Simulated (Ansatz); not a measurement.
Reaction (SMILES): Cl[Se] (Cl-Se) → Cl atom + Se atom
B3LYP-D3(BJ)/def2-TZVP geometries, fixed; electronic energies without zero-point terms.

Basis-set convergence of the atomisation energy at CCSD(T) with Ansatz (an electronic-structure program). Cartesian d functions, on some or all atoms, in 6-311G**; all else is spherical. Cores are frozen (with 3d on Ga to Br). Open shells are unrestricted. No added dispersion term, no relativity. Functions are those of the species that has most. Reference: Hartree-Fock in aug-cc-pV(Q+d)Z plus the correlation part extrapolated as X^-3 from aug-cc-pV(T+d)Z and aug-cc-pV(Q+d)Z, 63.75 kcal/mol, itself unsure by roughly 0.77 kcal/mol (a third of the extrapolation step and of the last Hartree-Fock step). Deviations are taken from unrounded values.

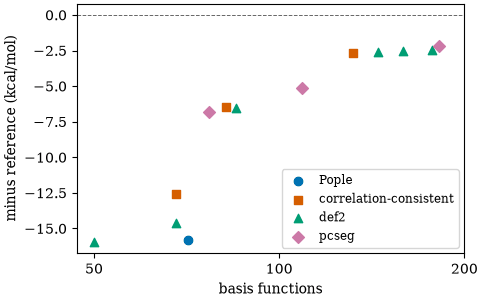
Deviation from the reference against the number of basis functions, by family of sets.

| basis | functions | atomisation energy (kcal/mol) | minus reference (kcal/mol) |
|---|---|---|---|
| def2-SVP | 50 | 47.80 | -15.95 |
| aug-cc-pV(D+d)Z | 68 | 51.14 | -12.61 |
| def2-SVPD | 68 | 49.11 | -14.64 |
| 6-311G** | 71 | 47.92 | -15.83 |
| pcseg-2 | 77 | 56.91 | -6.84 |
| cc-pV(T+d)Z | 82 | 57.29 | -6.45 |
| def2-TZVP | 85 | 57.24 | -6.51 |
| aug-pcseg-2 | 109 | 58.65 | -5.09 |
| cc-pV(Q+d)Z | 132 | 61.08 | -2.67 |
| def2-QZVP | 145 | 61.12 | -2.62 |
| def2-QZVPP | 159 | 61.21 | -2.54 |
| def2-QZVPPD | 177 | 61.32 | -2.43 |
| aug-pcseg-3 | 182 | 61.58 | -2.17 |
